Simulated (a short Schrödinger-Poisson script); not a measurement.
Stack: symmetric double-gate stack, SiO2 on p-type GaN, at 300 K.

```csv
layer,material,thickness (nm),Na (cm⁻³)
1,SiO2,1.1,-
2,GaN,10,6e16
3,SiO2,1.1,-
```

Constants are typed, rounded textbook-type inputs, not results; the design itself was drawn at random and stands for no fabricated device. SiO2: permittivity 3.9, conduction-band edge (eV) 3.2, gap (eV) 9, electron mass (mₑ) 0.5. GaN: permittivity 9.5, conduction-band edge (eV) 0, gap (eV) 3.43, Nv at 300 K (cm⁻³) 4.6e19.

Channel valleys (confinement mass, in-plane density-of-states mass, number): Γ 0.2, 0.2, 1. At the gates, both at one voltage, the conduction-band edge of layer 1 lies 3.56 eV − eVg above the Fermi level of the channel. Gaps are held at their typed values at every temperature. Mesh 0.03 nm at interfaces.

Solved with a short Schrödinger-Poisson script written for these runs: 1D Poisson equation in equilibrium, electrons quantum, Hartree (BenDaniel-Duke, 12 states a valley, the channel's in-plane mass for all, wave functions ending at the dielectric), parabolic valleys, classical holes, full ionisation, no traps, pinning or gate leakage.

Only gate voltages with over 1e8 electrons/cm² are shown.

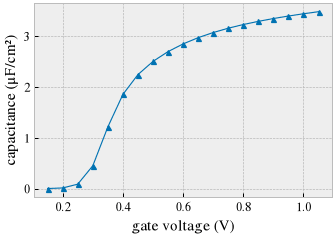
Quasi-static capacitance against gate voltage

```
Vg (V)  electrons (cm⁻²)  C (μF/cm²)  Γ E0 (meV)  Γ E1 (meV)
------  ----------------  ----------  ----------  ----------
0.15              3.10e8     < 0.003       231.6       287.8
0.2               2.14e9      0.0134       181.7       237.9
0.25             1.44e10      0.0881       132.3       188.4
0.3              8.52e10       0.451        86.1       141.8
0.35             3.39e11        1.22        49.3       103.6
0.4              8.23e11        1.85        24.4        76.2
0.45             1.47e12        2.25         7.1        55.7
0.5              2.21e12        2.51        -6.1        39.2
0.55             3.02e12        2.70       -16.8        25.3
0.6              3.89e12        2.85       -25.9        13.2
0.65             4.80e12        2.97       -33.9         2.4
0.7              5.74e12        3.07       -41.1        -7.4
0.75             6.71e12        3.16       -47.8       -16.6
0.8              7.71e12        3.23       -54.1       -25.2
0.85             8.73e12        3.29       -60.2       -33.3
0.9              9.76e12        3.35       -66.1       -41.2
0.95             1.08e13        3.40       -71.9       -48.7
1                1.19e13        3.44       -77.6       -56.1
1.05             1.30e13        3.48       -83.2       -63.2
```

Subbands count from the Fermi level. The capacitance is that of both gates.

In real p-type GaN the Mg acceptor is only partly ionised, and so wide a gap doesn't supply an inversion layer without source and drain.
